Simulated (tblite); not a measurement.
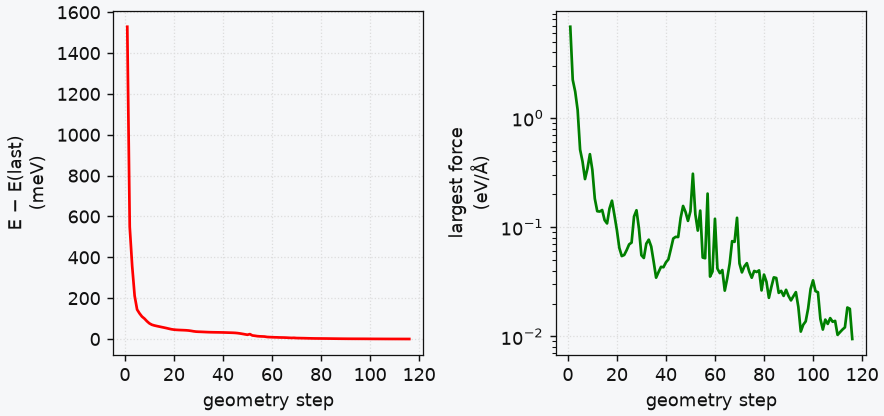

History of a geometry optimisation.

The run: C₆H₁₁OPSi (SMILES C[Si](C)(C)c1cocp1), by GFN2-xTB geometry optimisation, gas phase (tblite).

**How did the optimisation end?**

The optimisation met its thresholds at geometry 116, counting the start as the first. The energy fell by about 1500 meV from the first step to the last. The largest force goes from about 6.8 eV/Å at the start to 9 × 10⁻³ eV/Å at the end.
